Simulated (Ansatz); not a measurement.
# One shape, several levels: CH4Si (SMILES C[SiH])

Wanted: a comparison of 6 runs (B2PLYP/def2-TZVP, BLYP/def2-TZVP, wB97M-V/def2-TZVP, RPA@PBE/def2-TZVP, RPA@PBE0/def2-TZVP, CCSD/def2-TZVP) of CH4Si. 

Program for the calculation: Ansatz 0.2.0.

44 further runs of the same task are left out: 44 set aside as unsound or not needed.

### 1 The structure to begin with

The species is CH4Si (6 atoms), meant as a singlet with charge 0. As SMILES, `C[SiH]`. The C1–H3 distance was set to 2.415 Å, away from the relaxed value. At this shape a bond of the SMILES string is far longer than usual.

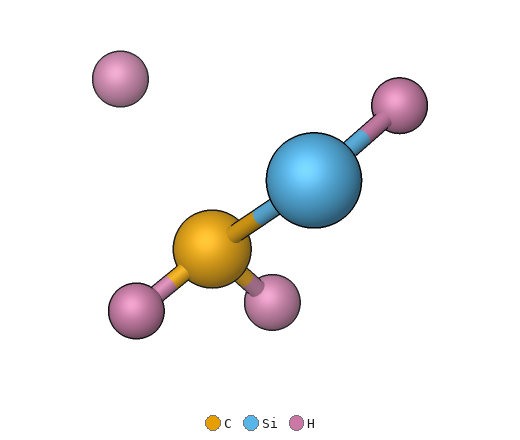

The structure, seen from a chosen angle (carbon amber, silicon blue, hydrogen pink).

### 2 The energy at B2PLYP/def2-TZVP (run 1)

Input file in.yaml:

```yaml
crystal:
  periodic: [false, false, false]
  atoms:
    - symbol: C
      position_ang: [1.182545, -0.313081, -0.692011]
    - symbol: Si
      position_ang: [2.193345, 0.262719, 0.800589]
    - symbol: H
      position_ang: [-1.156900, -0.410100, -0.102200]
    - symbol: H
      position_ang: [1.491045, -1.282681, -1.084711]
    - symbol: H
      position_ang: [1.252045, 0.434919, -1.492511]
    - symbol: H
      position_ang: [1.418245, 1.572919, 0.962289]
basis:
  gaussian:
    orbitals: def2-TZVP
hamiltonian:
  xc: {name: B2PLYP}
correlation:
  frozen_orbitals: {C: 1, H: 0, Si: 5}
accuracy: high
output:
  orbitals: {seedname: orbitals}
```

On the command line:

```bash
$ ansatz run in.yaml --threads 1 --pin off --max-ram 3480MiB --events-out events.jsonl --progress --plain --runs-dir runs
```

Standard output:

```text
Warning: RAYON_NUM_THREADS=1 ignored (pool sized by the plan → 1); use --threads N
Functional definition: B2PLYP
  name "B2PLYP"
  parameter a = 0.53
  parameter c = 0.27
  exchange = (1 - a)*b88_x + a*exact_x
  correlation = (1 - c)*lyp_c + c*(mp2_os + mp2_ss)
1662 factors; integrals over basis functions are off by at most 3.6e-9 eV
mean field evaluation 1: about -8960.0265 eV, gradient 4.5e1 eV
mean field evaluation 2: about -8960.0253 eV, gradient 4.5e1 eV
mean field evaluation 4: about -8966.6973 eV, gradient 3.6e0 eV
mean field evaluation 8: about -8966.7815 eV, gradient 6.8e-1 eV
mean field evaluation 16: about -8966.7832 eV, gradient 3.6e-4 eV
mean field -8966.78316600 eV, -329.5232034465 hartree, gradient 7.5e-8 eV, S^2 0.000000; 0 other end points of the search recorded, 0 dependent functions left out; unrestricted orbitals would lower it
6 core orbitals not correlated: weight in the atoms' cores, before any rotation towards them, 1.000 or more for the frozen orbitals, at most 0.000 for the correlated occupied ones
reference -8966.78318966 eV, -329.5232043161 hartree; 6, 6 occupied and 80, 80 virtual orbitals, 1662 factors
second order -10.40584725 eV of doubles, -0.00000000 eV of singles
Total energy: -8969.59276842 eV, -329.6264544310 hartree
```

Run time: 5.4 s. Hardware: 1 thread of Arm Neoverse V2, shared host; peak memory 0.23 GiB.

### 3 The energy at BLYP/def2-TZVP (run 2)

Input file input.yaml:

```yaml
crystal:
  periodic: [false, false, false]
  atoms:
    - {symbol: C, position_ang: [1.182545, -0.313081, -0.692011]}
    - {symbol: Si, position_ang: [2.193345, 0.262719, 0.800589]}
    - {symbol: H, position_ang: [-1.156900, -0.410100, -0.102200]}
    - {symbol: H, position_ang: [1.491045, -1.282681, -1.084711]}
    - {symbol: H, position_ang: [1.252045, 0.434919, -1.492511]}
    - {symbol: H, position_ang: [1.418245, 1.572919, 0.962289]}
basis:
  gaussian:
    orbitals: def2-TZVP
magnetization:
  spin_polarized: false
hamiltonian:
  xc: {name: BLYP}
accuracy: high
output:
  orbitals: {seedname: orbitals}
```

On the command line:

```bash
$ ansatz run input.yaml --threads 1 --pin off --max-ram 3480MiB --events-out events.jsonl --progress --plain --runs-dir runs
```

Standard output:

```text
Warning: RAYON_NUM_THREADS=1 ignored (pool sized by the plan → 1); use --threads N
Functional definition: BLYP
  name "BLYP"
  parameter beta = 0.0042
  parameter a = 0.04918
  parameter b = 0.132
  parameter c = 0.2533
  parameter d = 0.349
  exchange = b88_x(beta = beta)
  correlation = lyp_c(a = a, b = b, c = c, d = d)
1662 factors; integrals over basis functions are off by at most 3.6e-9 eV
mean field evaluation 1: about -8955.4501 eV, gradient 7.7e1 eV
mean field evaluation 2: about -8899.1475 eV, gradient 1.1e2 eV
mean field evaluation 4: about -8953.7072 eV, gradient 5.7e1 eV
mean field evaluation 8: about -8973.4248 eV, gradient 9.1e0 eV
mean field evaluation 16: about -8973.9740 eV, gradient 9.9e-2 eV
mean field evaluation 32: about -8969.1821 eV, gradient 2.1e1 eV
mean field -8973.97406322 eV, -329.7874640452 hartree, gradient 3.4e-8 eV, S^2 0.000000; 1 other end points of the search recorded, 0 dependent functions left out
reference -8973.97411321 eV, -329.7874658823 hartree; 12, 12 occupied and 80, 80 virtual orbitals, 1662 factors
Total energy: -8973.97411321 eV, -329.7874658823 hartree
```

It took 4.5 s on 1 thread of Arm Neoverse V2, shared host; peak memory 0.19 GiB.

### 4 The energy at wB97M-V/def2-TZVP (run 3)

Input file run.yaml:

```yaml
crystal:
  periodic: [false, false, false]
  atoms:
    - symbol: C
      position_ang: [1.182545, -0.313081, -0.692011]
    - symbol: Si
      position_ang: [2.193345, 0.262719, 0.800589]
    - symbol: H
      position_ang: [-1.156900, -0.410100, -0.102200]
    - symbol: H
      position_ang: [1.491045, -1.282681, -1.084711]
    - symbol: H
      position_ang: [1.252045, 0.434919, -1.492511]
    - symbol: H
      position_ang: [1.418245, 1.572919, 0.962289]
basis:
  gaussian:
    orbitals: def2-TZVP
output:
  orbitals: {seedname: orbitals}
accuracy: high
hamiltonian:
  xc: {name: wB97M-V}
```

On the command line:

```bash
$ ansatz run run.yaml --threads 1 --pin off --max-ram 3480MiB --events-out events.jsonl --progress --plain --runs-dir runs
```

Standard output (excerpt; [...] marks lines left out):

```text
Warning: RAYON_NUM_THREADS=1 ignored (pool sized by the plan → 1); use --threads N
Functional definition: wB97M-V
  name "wB97M-V"
[...]
  gx(w, u) = 1 - cx + cx01*u + cx10*w
  gss(w, u) = css00 + css04*u^4 + css10*w + css20*w^2 + css43*w^4*u^3
  gos(w, u) = cos00 + cos10*w + (cos20 + cos21*u)*w^2 + (cos60 + cos61*u)*w^6
[...]
      + integral(e_c_pw_mod_opposite_spin*gos(b97_w_opposite, b97_u_opposite)) + vv10(b, c)
1662 factors; integrals over basis functions are off by at most 3.6e-9 eV
330 factors; integrals over basis functions are off by at most 2.5e-9 eV
[...]
mean field -8972.49965959 eV, -329.7332807113 hartree, gradient 3.9e-8 eV, S^2 0.000000; 0 other end points of the search recorded, 0 dependent functions left out
reference -8972.49966393 eV, -329.7332808707 hartree; 12, 12 occupied and 80, 80 virtual orbitals, 1662 factors
Total energy: -8972.49966393 eV, -329.7332808707 hartree
```

Run time: 29 s. Hardware: 1 thread of Arm Neoverse V2, shared host; peak memory 0.39 GiB.

Runs 4 to 5 aren't shown in full; the table further down has their settings and results.

### 5 A single-point energy at CCSD/def2-TZVP (run 6)

Input file molecule.yaml:

```yaml
crystal:
  periodic: [false, false, false]
  atoms:
    - {symbol: C, position_ang: [1.182545, -0.313081, -0.692011]}
    - {symbol: Si, position_ang: [2.193345, 0.262719, 0.800589]}
    - {symbol: H, position_ang: [-1.156900, -0.410100, -0.102200]}
    - {symbol: H, position_ang: [1.491045, -1.282681, -1.084711]}
    - {symbol: H, position_ang: [1.252045, 0.434919, -1.492511]}
    - {symbol: H, position_ang: [1.418245, 1.572919, 0.962289]}
basis:
  gaussian:
    orbitals: def2-TZVP
correlation:
  method: ccsd
  frozen_orbitals: {C: 1, H: 0, Si: 5}
accuracy: high
scf:
  omitted_lower_state_checks: [cluster_reference, increment]
```

On the command line:

```bash
$ ansatz run molecule.yaml --threads 1 --pin off --max-ram 3480MiB --events-out events.jsonl --progress --plain --runs-dir runs
```

Standard output:

```text
Warning: RAYON_NUM_THREADS=1 ignored (pool sized by the plan → 1); use --threads N
[... 12 lines left out ...]
6 core orbitals not correlated: weight in the atoms' cores, before any rotation towards them, 1.000 or more for the frozen orbitals, at most 0.000 for the correlated occupied ones
[... 37 lines left out ...]
Total energy: -8959.08058720 eV, -329.2401388968 hartree
Checks for a lower state left out: cluster_reference, increment
```

Run time: 9.3 s. Hardware: 1 thread of Arm Neoverse V2, shared host; peak memory 0.55 GiB.

### 6 Overview of the runs

| run | level | frozen core orbitals | energy (Eh) | wall time |
| --- | --- | --- | --- | --- |
| 1 | B2PLYP/def2-TZVP | 6 | -329.626454 | 5.4 s |
| 2 | BLYP/def2-TZVP | – | -329.787466 | 4.5 s |
| 3 | wB97M-V/def2-TZVP | – | -329.733281 | 29 s |
| 4 | RPA@PBE/def2-TZVP | 6 | -329.420376 | 8.1 s |
| 5 | RPA@PBE0/def2-TZVP | 6 | -329.367489 | 8.1 s |
| 6 | CCSD/def2-TZVP | 6 | -329.240139 | 9.3 s |

### 7 Results

| quantity | value |
| --- | --- |
| run 6: total energy | -329.24014 Eh |
| run 6: correlation energy (6 core orbitals frozen) | -346.6 mEh |
| run 6: T1 diagnostic | 0.041 |

What this shows: Over runs 1, 2, 3 the HOMO–LUMO gap runs from 1.11 eV (BLYP/def2-TZVP) to 6.41 eV (wB97M-V/def2-TZVP). Totals of different functionals can't be ranked against each other. In run 6 the T1 diagnostic is large, so a single reference may not serve. In runs 1, 4, 5, 6 the log says that unrestricted orbitals would lower the reference, so the values rest on an unstable closed-shell determinant (other closed-shell runs at this shape may share the fault). In runs 1, 2, 3, 4, 5, 6 a closed-shell determinant meets a far-stretched bond, which it describes badly. All runs together took 65 s, the longest 29 s.
